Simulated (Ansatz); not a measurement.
HInO2P (charge −1)

| atom | x (Å) | y (Å) | z (Å) |
| --- | --- | --- | --- |
| In | -0.8061 | 1.6656 | 1.7683 |
| O | -2.8674 | 2.5678 | 0.4573 |
| O | -2.7850 | 0.1172 | 1.0842 |
| P | -3.5897 | 1.2167 | 0.3791 |
| H | -1.7319 | 2.0440 | 3.3691 |

Geometry: PBE0-D3(BJ)/def2-SVPD; core potentials replace the inner electrons of In.

Computed with Ansatz 0.2.0, isolated molecule in a Gaussian basis; Kohn-Sham density functional theory, functional PBE0.

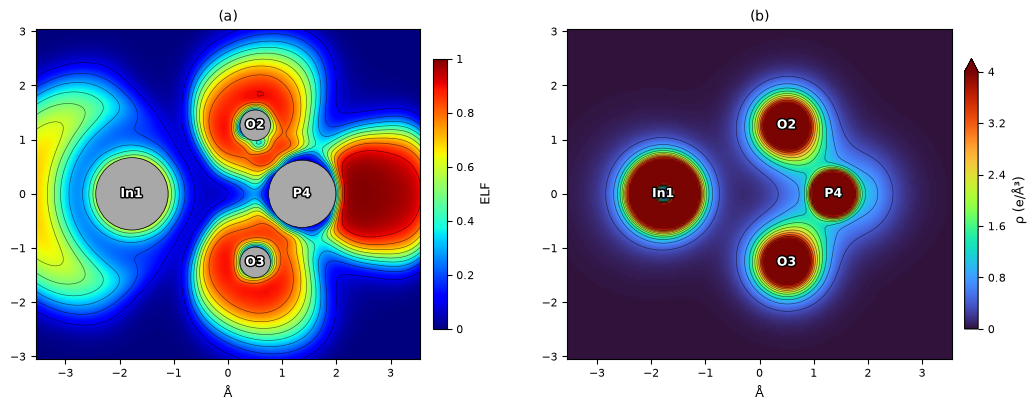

Figure 1. (a) electron localisation function; (b) electron density on the plane of atoms O2, P4 and O3. Grey discs cover the atomic cores in the ELF map.

Question: Interpret the plot.

Answer: The plane passes through In, O and P nuclei. P–O (1.53 Å): the density is about 1.7 e/Å³ at the midpoint; the ELF peaks at about 0.85 between the atoms; a polar covalent bond. The ELF also peaks beside O3, P4 and O2, away from the bonds: lone-pair regions.

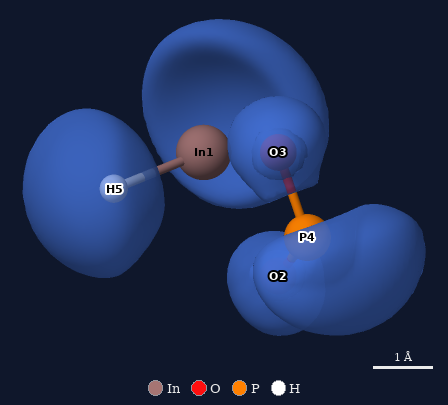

Figure 2. Isosurface of the ELF at 0.75 (blue), seen at a tilt. Core shells and regions of very low density are left out.

Question: Identify the bonds, lone pairs and shells in this picture.

Answer: The surface consists of one region around a hydrogen nucleus, one lobe on In, pointing away from the bonds (lone pairs), one lobe on P, pointing away from the bonds (lone pairs) and two regions wrapped around O (the valence shell of each). Profiles from the grid: In–H (1.89 Å): the ELF climbs to about 1 towards the hydrogen.

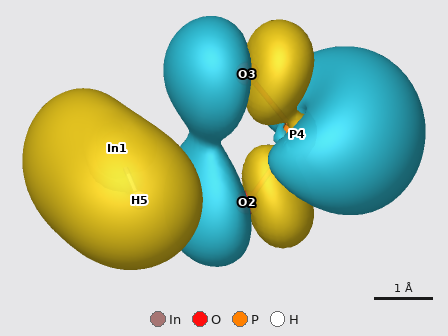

Figure 3. The HOMO−1 at ±0.06 Å⁻³ᐟ² (yellow and cyan are the two phases), seen at a tilt.

Question: What is the character of this orbital?

Answer: It lies mainly on P4 (about 35 %), O2 (about 20 %), O3 (about 20 %), In1 (about 15 %) and H5 (about 10 %). Its energy is −2.92 eV.
